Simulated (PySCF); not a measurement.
# C2H2F2 (vinylidene fluoride): levels of theory compared

Aim: a comparison of 4 runs (HF/STO-3G, HF/3-21G, B3LYP/6-31G*, SCS-MP2/aug-cc-pVDZ) of C2H2F2 (vinylidene fluoride). 

Program for the calculation: PySCF 2.14.0.

1 further run of the same task is left out (set aside as unsound or not needed). Runs told in other sessions of the task aren't counted.

## 1. The system as given

C2H2F2: 6 atoms, total charge 0, spin state singlet. As SMILES, `C=C(F)F`. Geometry: relaxed at PBE0-D4/def2-TZVP.

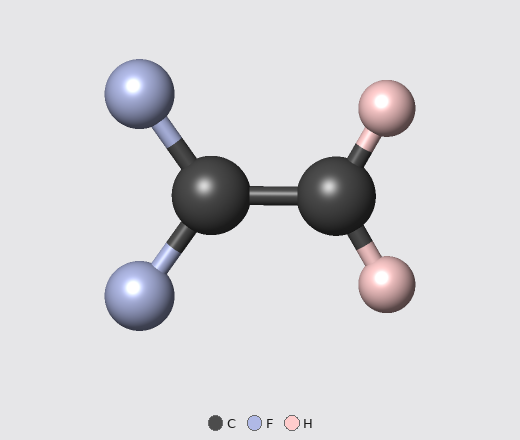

Viewed from a chosen angle; carbon dark grey, fluorine light blue, hydrogen pink.

## 2. A single-point energy at HF/STO-3G (run 1)

Input file job.py:

```python
# C=C(F)F
from pyscf import gto

mol = gto.M(
    atom=[
    ('C', (-0.115900, 0.471000, -0.544400)),
    ('C', (0.105000, -0.394600, 0.420100)),
    ('F', (-0.454900, -0.363600, 1.607600)),
    ('F', (0.919200, -1.422100, 0.343000)),
    ('H', (0.394200, 0.360600, -1.488400)),
    ('H', (-0.805600, 1.284800, -0.384200)),
],
    max_memory=1860,
    verbose=3,
    charge=0,
    spin=0,
    basis='sto-3g',
)

myscf = mol.RHF()
myscf.conv_tol = 1e-10
myscf.kernel()
if not myscf.converged:
    myscf = myscf.newton().run(myscf.mo_coeff, myscf.mo_occ)

e_final = myscf.e_tot
print('E = %.10f Eh' % e_final)
```

On the command line:

```console
$ OMP_NUM_THREADS=1 python job.py
```

Log:

```text
converged SCF energy = -271.997338762056
E = -271.9973387621 Eh
```

It took 0.71 s on 1 thread of Arm Neoverse V2, shared host; peak memory 0.12 GiB.

## 3. The energy at HF/3-21G (run 2)

Input file calc.py:

```python
from pyscf import gto, scf

mol = gto.Mole()
mol.atom = '''
C     -0.219019     0.890061    -1.028767
C      0.198421    -0.745686     0.793874
F     -0.859636    -0.687104     3.037924
F      1.737036    -2.687380     0.648176
H      0.744930     0.681435    -2.812668
H     -1.522363     2.427920    -0.726033
'''
mol.verbose = 4
mol.basis = '3-21g'
mol.max_memory = 1860
mol.spin = 0
mol.unit = 'bohr'
mol.build()

hf = scf.RHF(mol)
hf.conv_tol = 1e-10
hf.kernel()
if not hf.converged:
    hf = hf.newton().run(hf.mo_coeff, hf.mo_occ)

e_tot = hf.e_tot
print(f'total energy: {e_tot:.8f} hartree')
```

On the command line:

```console
$ OMP_NUM_THREADS=1 python calc.py
```

Log:

```text
PySCF version 2.14.0

[... 62 lines left out ...]
converged SCF energy = -274.246003095993
total energy: -274.24600310 hartree
```

Run time: 0.61 s. Hardware: 1 thread of Arm Neoverse V2, shared host; peak memory 0.1 GiB.

Run 3 isn't shown in full; the table further down has it.

## 4. A single-point energy at SCS-MP2/aug-cc-pVDZ (run 4)

Input file start.xyz:

```xyz
6
C2H2F2
C     -0.115900     0.471000    -0.544400
C      0.105000    -0.394600     0.420100
F     -0.454900    -0.363600     1.607600
F      0.919200    -1.422100     0.343000
H      0.394200     0.360600    -1.488400
H     -0.805600     1.284800    -0.384200
```

Input file run.py:

```python
# C=C(F)F
from pyscf import gto, scf, mp

mol = gto.Mole()
mol.atom = 'start.xyz'
mol.max_memory = 1860
mol.basis = 'aug-cc-pvdz'
mol.verbose = 4
mol.spin = 0
mol.charge = 0
mol.build()

mf = scf.RHF(mol)
mf.conv_tol = 1e-10
mf.kernel()
if not mf.converged:
    mf = mf.newton().run(mf.mo_coeff, mf.mo_occ)

pt = mp.MP2(mf, frozen=4).run()
energy = mf.e_tot + 1.2 * pt.e_corr_os + pt.e_corr_ss / 3
print(f'total energy: {energy:.8f} hartree')
```

On the command line:

```console
$ OMP_NUM_THREADS=1 python run.py
```

Log:

```text
PySCF version 2.14.0

[... 62 lines left out ...]
converged SCF energy = -275.776750912014
[... 1 line left out ...]
******** <class 'pyscf.mp.mp2.RMP2'> ********
nocc = 12, nmo = 106
frozen orbitals 4
E(RMP2) = -276.449410039193  E_corr = -0.672659127178202
E(SCS-RMP2) = -276.428983401948  E_corr = -0.652232489933224
E_corr(same-spin) = -0.178798226169944
E_corr(oppo-spin) = -0.493860901008258
total energy: -276.42898340 hartree
```

Run time: 3.3 s. Hardware: 1 thread of Arm Neoverse V2, shared host; peak memory 0.32 GiB.

## 5. All runs side by side

| run | level | integration grid | frozen core orbitals | energy (Eh) | dipole moment (D) of the reference | HOMO energy (eV) | LUMO energy (eV) | wall time |
| --- | --- | --- | --- | --- | --- | --- | --- | --- |
| 1 | HF/STO-3G | – | – | -271.997339 | 0.61 | -8.19 | 8.66 | 0.71 s |
| 2 | HF/3-21G | – | – | -274.246003 | 1.64 | -10.67 | 5.08 | 0.61 s |
| 3 | B3LYP/6-31G* (spherical functions) | 5 | – | -277.054944 | 0.95 | -7.09 | 0.89 | 9.3 s |
| 4 | SCS-MP2/aug-cc-pVDZ | – | 4 | -276.428983 | 1.50 | -10.71 | 1.02 | 3.3 s |

## 6. Results

| quantity | value |
| --- | --- |
| run 4: total energy | -276.42898 Eh |
| run 4: dipole moment (Hartree–Fock density) | 1.50 D |
| run 4: HOMO energy (Hartree–Fock orbitals) | -10.71 eV |
| run 4: LUMO energy (Hartree–Fock orbitals) | 1.02 eV |
| run 4: HOMO–LUMO gap (Hartree–Fock orbitals) | 11.73 eV |
| run 4: correlation energy (4 core orbitals frozen) | -652.2 mEh |

In words: Over runs 1, 2, 3 the dipole moment (its size) runs from 0.61 D (HF/STO-3G) to 1.64 D (HF/3-21G). Over runs 1, 2, 3 the HOMO–LUMO gap runs from 7.99 eV (B3LYP/6-31G*) to 16.85 eV (HF/STO-3G). The two ends differ in method and basis. In run 1 the basis is minimal, so the values are rough. All runs together took 14 s, the longest 9.3 s.
